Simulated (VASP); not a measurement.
# Sound and unsound inputs on Te4Pt3, part 4 of 4

Aim: change the input of a sound run on Te4Pt3 piece by piece and see what each change does. All runs use LDA. The start is a cell from a database of measured crystal structures.

VASP 6.6.1; LDA; plane waves and PAW (Te, Pt).

So far. Step 5 (Total energy, forces and stress (LDA), changed input): Against the reference run the energy at zero smearing moves by +0.06 meV an atom and the pressure by -0.02 GPa. Step 6 (Relaxing cell and atoms (LDA), changed input): It ends with a largest force of 0.009 eV/Å and a pressure of -0.03 GPa.

## (9) Relaxing cell and atoms (LDA)

The start need not lie at this functional's minimum. ISIF = 3 frees volume, shape and positions, and EDIFFG sets the threshold on forces and stress at which the search stops.

The input, INCAR:

```
SYSTEM = Te4Pt3
PREC = Accurate
ENCUT = 400
EDIFF = 1E-06
NELM = 100
ISMEAR = -1
SIGMA = 0.05
LREAL = .FALSE.
ALGO = Normal
GGA = CA
NBANDS = 34
LASPH = .TRUE.
LORBIT = 11
LWAVE = .FALSE.
LCHARG = .FALSE.
KPAR = 8
IBRION = 2
NSW = 60
ISIF = 3
EDIFFG = -0.01
```

The input, POSCAR:

```
Te4Pt3
1.0
    3.9880000000      0.0000000000      0.0000000000
   -1.9940000000     -3.4537093103      0.0000000000
    0.0000000000      2.3024728735    -11.7966666667
Te Pt
4 3
Direct
    0.5570000000      0.1140000000      0.6710000000
    0.4430000000      0.8860000000      0.3290000000
    0.7050000000      0.4100000000      0.1150000000
    0.2950000000      0.5900000000      0.8850000000
    0.0000000000      0.0000000000      0.0000000000
    0.8540000000      0.7080000000      0.5620000000
    0.1460000000      0.2920000000      0.4380000000
```

The input, KPOINTS:

```
Automatic mesh
0
Gamma
7 7 7
0 0 0
```

The projector-augmented-wave data sets are Te and Pt (LDA family, release 64).

Launch:

```
> mpirun -np 8 vasp_std
```

Output:

```text
[... set-up lines as in an earlier step ...]
 entering main loop
       N       E                     dE             d eps       ncg     rms          rms(c)
[... 14 cycles as in an earlier step ...]
   1 F= -.40424666E+02 E0= -.40416313E+02  d E =-.404247E+02
 curvature:   0.00 expect dE= 0.000E+00 dE for cont linesearch  0.000E+00
 trial: gam= 0.00000 g(F)=  0.570E-01 g(S)=  0.238E+00 ort = 0.000E+00 (trialstep = 0.100E+01)
 search vector abs. value=  0.295E+00
 bond charge predicted
       N       E                     dE             d eps       ncg     rms          rms(c)
[... 12 cycles as in an earlier step ...]
   2 F= -.40333944E+02 E0= -.40325864E+02  d E =0.907220E-01
[... from here on, the cycles between the ionic steps are left out ...]
   3 F= -.40484658E+02 E0= -.40476521E+02  d E =-.599922E-01
   4 F= -.40506069E+02 E0= -.40498261E+02  d E =-.214106E-01
   5 F= -.40514339E+02 E0= -.40506861E+02  d E =-.296811E-01
   6 F= -.40517056E+02 E0= -.40509803E+02  d E =-.271623E-02
   7 F= -.40517307E+02 E0= -.40510132E+02  d E =-.296790E-02
   8 F= -.40517497E+02 E0= -.40510300E+02  d E =-.189233E-03
   9 F= -.40517538E+02 E0= -.40510324E+02  d E =-.231031E-03
  10 F= -.40517625E+02 E0= -.40510398E+02  d E =-.868993E-04
 trial-energy change:   -0.000087  1 .order   -0.000086   -0.000108   -0.000065
 step:   0.6212(harm=  0.6212)  dis= 0.00192  next Energy=   -40.517673 (dE=-0.135E-03)
 bond charge predicted
       N       E                     dE             d eps       ncg     rms          rms(c)
DAV:   1    -0.405182868359E+02   -0.66165E-03   -0.15819E-02  3102   0.740E-01    0.158E-01
DAV:   2    -0.405177610448E+02    0.52579E-03   -0.31080E-03  3054   0.401E-01    0.102E-01
DAV:   3    -0.405176875916E+02    0.73453E-04   -0.21794E-04  3084   0.986E-02    0.312E-02
DAV:   4    -0.405176713615E+02    0.16230E-04   -0.63353E-05  3230   0.337E-02    0.153E-02
DAV:   5    -0.405176674630E+02    0.38985E-05   -0.18753E-05  3182   0.227E-02    0.231E-02
DAV:   6    -0.405176675919E+02   -0.12889E-06   -0.12538E-06  1722   0.797E-03
  11 F= -.40517668E+02 E0= -.40510420E+02  d E =-.129257E-03
 curvature:  -0.92 expect dE=-0.985E-05 dE for cont linesearch -0.271E-06
 trial: gam= 0.09202 g(F)=  0.272E-05 g(S)=  0.796E-05 ort =-0.195E-04 (trialstep = 0.323E+00)
 search vector abs. value=  0.180E-04
 reached required accuracy - stopping structural energy minimisation
```

It took 2.2 min on 8 MPI ranks of Intel Xeon 6975P-C (Granite Rapids), shared host; peak memory 2.5 GiB.

Parts of OUTCAR (step 9):

```text
   NELECT =      54.0000    total number of electrons

 E-fermi :   8.8482

 k-point     1 :       0.0000    0.0000    0.0000
  band No.  band energies     occupation
    ...
     20       6.8872      2.00000
     21       7.0008      2.00000
     22       7.1354      2.00000
     23       8.2067      1.99999
     24       8.2067      1.99999
     25       9.4288      0.00002
     26       9.4288      0.00002
     27      10.1591      0.00000
     28      10.8863      0.00000
     29      10.8863      0.00000
    ...

  Total       -0.0223577     -0.0223577      0.0124787      0.0000000      0.0000000      0.0000000
  in kB       -0.2258973     -0.2258973      0.1260818      0.0000000      0.0000000      0.0000000
  external PRESSURE =      -0.1085709 kB  Pullay stress =       0.0000000 kB

 POSITION                                       TOTAL-FORCE (eV/Angst)
 -----------------------------------------------------------------------------------
      1.98759      1.14753     -7.71213         0.000000      0.000000      0.002189
     -0.00000     -2.29507     -3.87525        -0.000000     -0.000000     -0.002189
      1.98759     -1.14753     -1.36118        -0.000000     -0.000000     -0.004702
     -0.00000     -0.00000    -10.22620         0.000000      0.000000      0.004702
      0.00000      0.00000      0.00000        -0.000000      0.000000      0.000000
      1.98759     -1.14753     -6.50375        -0.000000      0.000000      0.001148
     -0.00000     -0.00000     -5.08363         0.000000     -0.000000     -0.001148
 -----------------------------------------------------------------------------------
    total drift:                                0.000000      0.000000      0.000000

  FREE ENERGIE OF THE ION-ELECTRON SYSTEM (eV)
  ---------------------------------------------------
  free  energy   TOTEN  =       -40.5176675919 eV

  energy  without entropy=      -40.5031717432  energy(sigma->0) =      -40.51041967

[... 8 parts as in an earlier step ...]

[... 10 further parts left out ...]
```

CONTCAR:

```
Te4Pt3
   1.00000000000000
     3.9751709025234327   -0.0000000000000000    0.0000000000000000
    -1.9875854512617164   -3.4425989859775883    0.0000000000001730
    -0.0000000000000000    2.2950659906190953  -11.5873803026567384
  Te              Pt
     4     3
Direct
     0.5551877337189102    0.1103754674378132    0.6655632011567229
     0.4448122662810899    0.8896245325621869    0.3344367988432774
     0.7058235772992976    0.4116471545985951    0.1174707318978997
     0.2941764227007025    0.5883528454014051    0.8825292681021003
     0.0000000000000000    0.0000000000000000    0.0000000000000000
     0.8537596413377079    0.7075192826754159    0.5612789240131238
     0.1462403586622920    0.2924807173245841    0.4387210759868760
```

Relaxation path:

```
step  energy less that of the first step (eV)  largest force (eV/Å)  pressure (GPa)  volume (Å³)
   1                                   0.0000                0.7590           -3.35       162.48
   2                                   0.0907                0.8831            7.29       151.34
   3                                  -0.0600                0.3653            0.35       158.01
   4                                  -0.0814                0.2051            0.16       158.11
   5                                  -0.0897                0.1944            0.00       158.22
   6                                  -0.0924                0.0563            0.01       158.23
   7                                  -0.0926                0.0323            0.00       158.24
   8                                  -0.0928                0.0129            0.08       158.26
   9                                  -0.0929                0.0038            0.15       158.27
  10                                  -0.0930                0.0043            0.09       158.39
  11                                  -0.0930                0.0047           -0.01       158.57
```

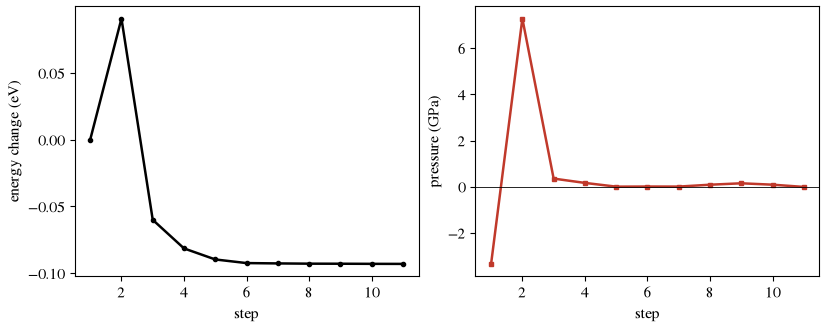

Energy and pressure along the relaxation.

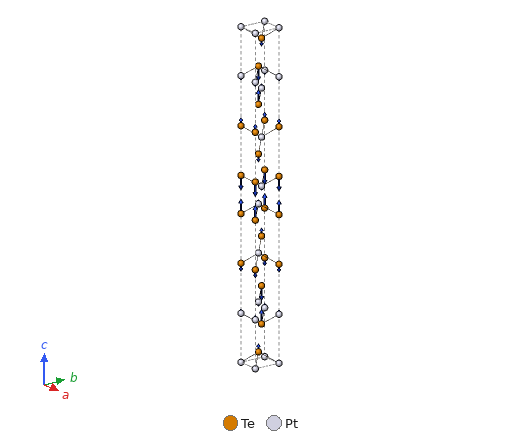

Displacements in the relaxation, exaggerated, measured against the changing cell; the longest in the cell stands for 0.06 Å. Bonds to atoms that aren't drawn are left out. Some periodic images of atoms are drawn too.

```
conventional cell, symmetrised  before   after  change
                         a (Å)   3.988   3.975  -0.3 %
                         b (Å)   3.988   3.975  -0.3 %
                         c (Å)  35.390  34.762  -1.8 %
              volume (Å³/atom)   23.21   22.65  -2.4 %
```

The atoms that moved most (Å, as changes of fractional coordinates times the final cell):

```
atom     dx     dy      dz  length
 Te1  0.000  0.000   0.063   0.063
 Te2  0.000  0.000  -0.063   0.063
 Te3  0.000  0.000  -0.029   0.029
 Te4  0.000  0.000   0.029   0.029
 Pt6  0.000  0.000   0.008   0.008
 Pt7  0.000  0.000  -0.008   0.008
```

The relaxed structure:

```cif
data_structure
_symmetry_space_group_name_H-M 'P 1'
_symmetry_Int_Tables_number 1
_cell_length_a 3.9752
_cell_length_b 3.9752
_cell_length_c 11.8125
_cell_angle_alpha 99.687
_cell_angle_beta 90.000
_cell_angle_gamma 120.000
_cell_volume 158.57
loop_
_atom_site_label
_atom_site_type_symbol
_atom_site_fract_x
_atom_site_fract_y
_atom_site_fract_z
_atom_site_occupancy
Te1 Te 0.55519 0.11038 0.66556 1
Te2 Te 0.44481 0.88962 0.33444 1
Te3 Te 0.70582 0.41165 0.11747 1
Te4 Te 0.29418 0.58835 0.88253 1
Pt5 Pt 0.00000 0.00000 0.00000 1
Pt6 Pt 0.85376 0.70752 0.56128 1
Pt7 Pt 0.14624 0.29248 0.43872 1
```

This step gave:

- Fermi energy: 8.848 eV
- pressure: -0.01086 GPa
- SCF cycles over all ionic steps: 85

It ends with a largest force of 0.005 eV/Å and a pressure of -0.01 GPa.

## (10) Side by side

| changed | job | ended | energy (meV/atom) | pressure (GPa) | volume (%) |
| --- | --- | --- | --- | --- | --- |
| ISMEAR = 1, SIGMA = 0.01 | single point | converged | +0.06 | -0.02 | - |
| ENCUT = 30 | single point | converged | -943.04 | -145.22 | - |
| ALGO = Fast, ISMEAR = 2, SIGMA = 0.01 | single point | converged | +0.06 | -0.02 | - |
| IBRION = 1, POTIM = 0.2, ISYM = 1 | relaxation | converged | - | - | -0.0 |
| NELM = 66, NSW = 2 | relaxation | not converged | - | - | - |
| NELECT = 53.9 | single point | converged, with a warning or advice | - | - | - |

## (11) Summary of results

- ISMEAR = 1, SIGMA = 0.01 (single point): converged, +0.06 meV/atom
- ENCUT = 30 (single point): converged, -943.04 meV/atom
- ALGO = Fast, ISMEAR = 2, SIGMA = 0.01 (single point): converged, +0.06 meV/atom
- IBRION = 1, POTIM = 0.2, ISYM = 1 (relaxation): converged, volume -0.0 %
- NELM = 66, NSW = 2 (relaxation): not converged
- NELECT = 53.9 (single point): converged, with a warning or advice

What this shows: Changes that show themselves, by a stop, a warning or no convergence: NELM = 66, NSW = 2; NELECT = 53.9 (where several settings stand together, the step names the one at fault, if it is known). Changes that converge quietly and move the result by over 10 meV an atom or 1 % in volume: ENCUT = 30. Changes with no effect beyond 1 meV an atom and 0.1 GPa here: ISMEAR = 1, SIGMA = 0.01; ALGO = Fast, ISMEAR = 2, SIGMA = 0.01. Differences of single points are from the reference run, and of volumes from the sound relaxation.

[Lines on the potential files, build, host, timing and source positions are cut from VASP's logs without a mark.]

[Logs are printed without paths, hosts, clocks, repeated set-up lines and the standing remarks that a program may print on its own settings, such as how far it seeks lower states.]

[Hosts, paths, dates, database ids (printed as entryN), source tags and the programs' standing remarks are cut or masked in the printed files.]

[A measured line is paired with the nearest computed mode of its activity, which favours agreement.]
